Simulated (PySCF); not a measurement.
| atom | x (Å) | y (Å) | z (Å) |
| --- | --- | --- | --- |
| I | 0.0000 | 0.0000 | -0.9482 |
| Br | 0.0000 | 0.0000 | 1.5248 |

The calculation used PySCF 2.14.0, PBE0/x2c-TZVPPall, spin-free X2C-1e, Gaussian nucleus, at a bond length of 2.473 Å.

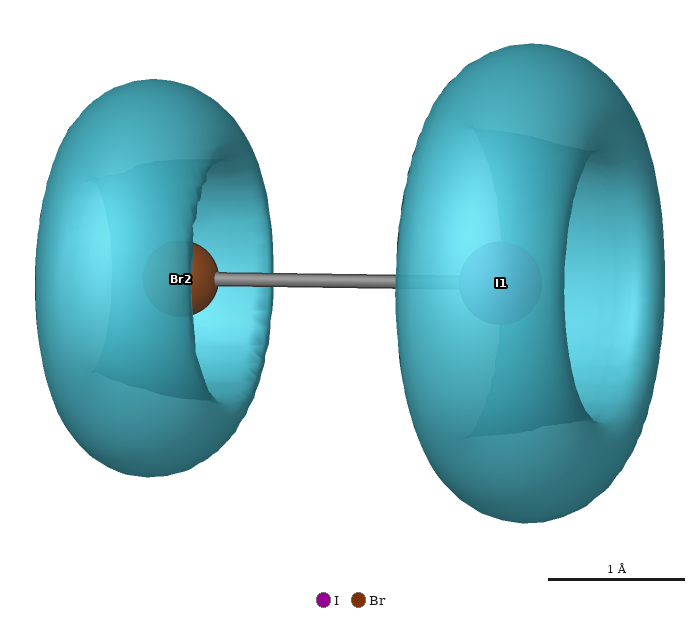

IBr. Isosurface of the electron localisation function at 0.8 (cyan), seen from one side. Only the valence region is drawn (cores and ρ < 0.01 e/Å³ removed).

Identify the bonds, lone pairs and shells in this picture.

The ELF exceeds this value in one ring or bowl of non-bonding electrons around Br and one ring or bowl of non-bonding electrons around I. Profiles from the grid: I–Br (2.47 Å): the ELF peaks at about 0.70 between the atoms.
